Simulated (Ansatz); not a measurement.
**C2H4GeO: harmonic frequencies at the relaxed geometry, by script**

At which frequencies does C2H4GeO vibrate? Wanted for C2H4GeO: harmonic frequencies at the relaxed geometry. SMILES: C#[C][GeH2][OH].

Computed with Ansatz 0.2.0 through its Python package. Level of theory: B3LYP/def2-SVP.

**1. The structure**

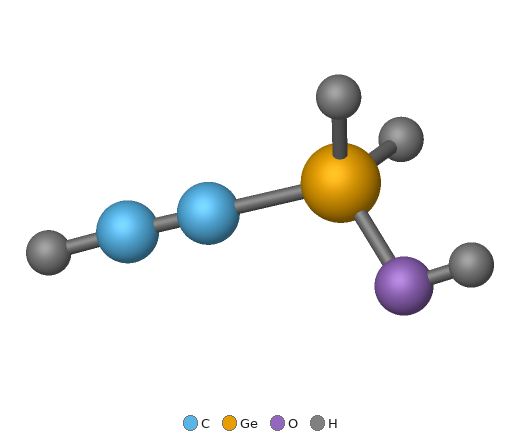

The starting structure, viewed from a chosen angle; carbon blue, germanium amber, oxygen purple, hydrogen grey.

The script holds or builds the structure itself.

**2. The code**

run_freq.py

```python
"""Vibrations of C2H4GeO."""

import ansatz as az
from ase import Atoms
import numpy as np


def main() -> None:
    atoms = Atoms(["C", "C", "Ge", "O", "H", "H", "H", "H"], positions=[
        (-0.5644, 1.9019, -1.1844),
        (-0.209, 1.004, -0.5624),
        (0.402, -0.4686, 0.4219),
        (-0.7024, -1.775, 0.3908),
        (-0.9687, 2.765, -1.7713),
        (0.6763, -0.0195, 1.9025),
        (1.7918, -0.9697, -0.178),
        (-0.3334, -2.4952, 0.9251),
    ])
    system = az.Crystal.molecule_from_ase(atoms)

    calc = (
        system.calculation()
        .basis(gaussian="def2-SVP")
        .functional("b3lyp")
    )
    symbols = [site.symbol for site in system.cartesian_sites]
    start = np.array([site.position_ang for site in system.cartesian_sites], dtype=float)
    rep = calc.relax(force_tolerance=0.003).run().report
    end = np.array(rep["positions_ang"])

    print("final positions (A) and the move of each atom")
    for symbol, xyz, old in zip(symbols, end, start):
        print(f"{symbol:2s} {xyz[0]:10.5f} {xyz[1]:10.5f} {xyz[2]:10.5f}   {np.linalg.norm(xyz - old):7.4f}")

    # same settings at the minimum
    minimum = az.Crystal.molecule()
    for symbol, xyz in zip(symbols, end):
        minimum = minimum.atom(symbol, xyz.tolist())
    vibrating = (
        minimum.calculation()
        .basis(gaussian="def2-SVP")
        .functional("b3lyp")
        .phonons(temperatures=(298.15, 498.15, 100))
    )
    vib = vibrating.run().report["vibrations"]
    sums = vib["harmonic_sums"]
    modes = [m["omega_inv_cm"] for m in sums["modes_at_gamma"] if m["rigid_motion"] == "no"]
    for number, w in enumerate(modes, start=1):
        print(f"mode {number:2d} {w:9.1f} 1/cm {w / 8065.544 * 1000:8.2f} meV")
    print("imaginary modes:", sum(w < 0 for w in modes), " zero-point energy:", round(sums["zero_point_energy_ev"], 4), "eV")
    print("T (K)   F_vib (eV)   S_vib (meV/K)   C_vib (meV/K)")
    for row in zip(sums["temperatures_k"], sums["vibrational_free_energy_ev"], vib["entropy_ev_per_k"], vib["heat_capacity_ev_per_k"]):
        print(f"{row[0]:6.1f} {row[1]:11.4f} {1000 * row[2]:13.4f} {1000 * row[3]:15.4f}")

    # all hydrogen replaced by deuterium
    heavier = vibrating.phonons(masses={"H": 2.014102}).run().report["vibrations"]["harmonic_sums"]
    print("deuterated (1/cm):", " ".join(f"{m['omega_inv_cm']:.0f}" for m in heavier["modes_at_gamma"] if m["rigid_motion"] == "no"))
    print("zero-point energy falls by", round(sums["zero_point_energy_ev"] - heavier["zero_point_energy_ev"], 4), "eV")


if __name__ == "__main__":
    main()
```

**3. Launch**

Started as:

```console
$ python run_freq.py
```

Standard output:

```text
final positions (A) and the move of each atom
C    -0.61627    1.91522   -1.20582    0.0577
C    -0.19217    0.97744   -0.55766    0.0318
Ge    0.51660   -0.46035    0.46713    0.1235
O    -0.72091   -1.74912    0.38200    0.0330
H    -0.99737    2.74024   -1.78031    0.0389
H     0.72461   -0.00198    1.92581    0.0564
H     1.84280   -0.93782   -0.16085    0.0625
H    -0.46510   -2.54073    0.87391    0.1485
mode  1     125.2 1/cm    15.53 meV
mode  2     138.6 1/cm    17.19 meV
mode  3     225.0 1/cm    27.90 meV
mode  4     324.5 1/cm    40.23 meV
mode  5     522.8 1/cm    64.82 meV
mode  6     575.5 1/cm    71.35 meV
mode  7     676.6 1/cm    83.89 meV
mode  8     699.3 1/cm    86.71 meV
mode  9     736.6 1/cm    91.33 meV
mode 10     751.5 1/cm    93.17 meV
mode 11     799.2 1/cm    99.09 meV
mode 12     884.6 1/cm   109.68 meV
mode 13     915.4 1/cm   113.50 meV
mode 14    2123.4 1/cm   263.27 meV
mode 15    2130.5 1/cm   264.14 meV
mode 16    2153.4 1/cm   266.99 meV
mode 17    3455.5 1/cm   428.43 meV
mode 18    3839.5 1/cm   476.03 meV
imaginary modes: 0  zero-point energy: 1.3066 eV
T (K)   F_vib (eV)   S_vib (meV/K)   C_vib (meV/K)
 298.1      1.2429        0.5113          0.6257
 398.1      1.1815        0.7155          0.7841
 498.1      1.1003        0.9040          0.8967
deuterated (1/cm): 91 128 198 309 453 495 511 572 585 598 630 671 706 1513 1515 2002 2690 2796
zero-point energy falls by 0.286 eV
```

It took 4.7 min on 1 thread of Arm Neoverse V1, shared host; peak memory 0.28 GiB.

Lines on the test bed's own set-up are left out of the output.

A comment line of the script is reworded here; the code is as run.

**4. The engine's runs**

From the records of these 3 runs:

```csv
run,kind of run,energy from run 1 (eV),SCF cycles in all,CPU time (s)
1,relaxation,0.0000,65,28
2,phonons,0.0000,287,130
3,phonons,0.0000,287,130
```

**5. Path of the relaxation of run 1**

The steps of the relaxation:

| step | energy from step 1 (eV) | largest force component (eV/Å) |
| --- | --- | --- |
| 1 | 0.0000 | 7.8984 |
| 2 | -0.4507 | 0.8880 |
| 3 | -0.4777 | 0.2171 |
| 4 | -0.4798 | 0.0628 |
| 5 | -0.4806 | 0.0191 |
| 6 | -0.4807 | 0.0028 |

Step 1 is the start.

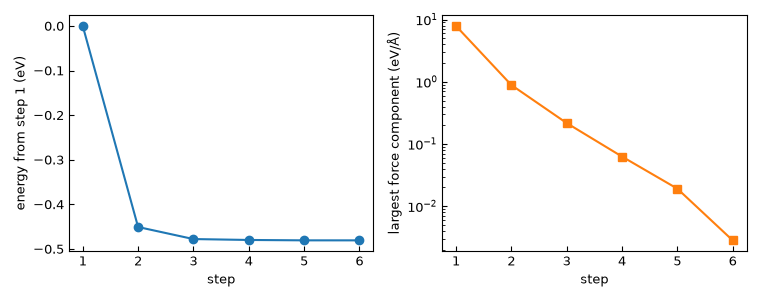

Energy and largest force along the relaxation.

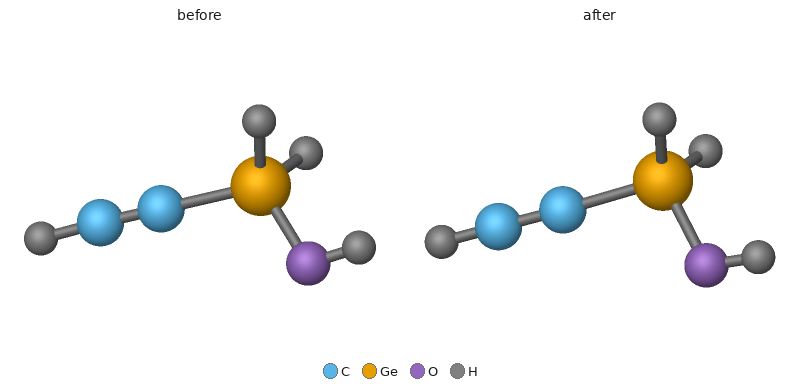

Before and after, at one scale.

Before: Bond lengths: C1–C2 1.149 Å, C2–Ge3 1.874 Å, Ge3–O4 1.711 Å, C1–H5 1.119 Å, Ge3–H6 1.571 Å, Ge3–H7 1.595 Å, O4–H8 0.970 Å. Angles: C1–C2–Ge3 178.6°, C2–C1–H5 176.8°, C2–Ge3–O4 112.3°, C2–Ge3–H6 109.1°, C2–Ge3–H7 109.5°, O4–Ge3–H6 110.4°, O4–Ge3–H7 108.4°, H6–Ge3–H7 107.0°, Ge3–O4–H8 108.1°.

After: Bond lengths: C1–C2 1.216 Å, C2–Ge3 1.903 Å, Ge3–O4 1.789 Å, C1–H5 1.075 Å, Ge3–H6 1.543 Å, Ge3–H7 1.543 Å, O4–H8 0.966 Å. Angles: C1–C2–Ge3 178.3°, C2–C1–H5 179.6°, C2–Ge3–O4 105.1°, C2–Ge3–H6 109.6°, C2–Ge3–H7 109.6°, O4–Ge3–H6 110.6°, O4–Ge3–H7 110.6°, H6–Ge3–H7 111.1°, Ge3–O4–H8 112.5°.

**6. Vibrations**

Frequencies (cm⁻¹; negative: imaginary): 125, 139, 225, 324, 523, 575, 677, 699, 737, 751, 799, 885, 915, 2123, 2130, 2153, 3455, 3839.

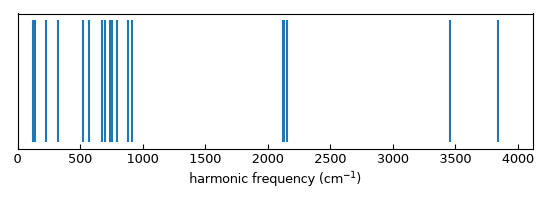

The harmonic frequencies as lines of equal height (no intensities).

**7. Summary of results**

```
         quantity      value
    runs compared          3
highest frequency  3839 cm⁻¹
  imaginary modes          0
zero-point energy   1.307 eV
```

In words: The dearest, run 2, took some 4.5 times as long as run 1. Run 1: After 5 moves the largest shift is 0.148 Å, of atom 8 (H). All frequencies are real, so the geometry is a minimum. The values are harmonic; measured fundamentals also hold anharmonic shifts, mostly downward for stretches. The frequencies are harmonic and unscaled, in a modest basis. The result belongs to the one conformer reached from this start, and soft torsions count as harmonic oscillators. b3lyp holds the VWN-RPA fit, as in Gaussian; the form of ORCA and Turbomole is b3lyp5.
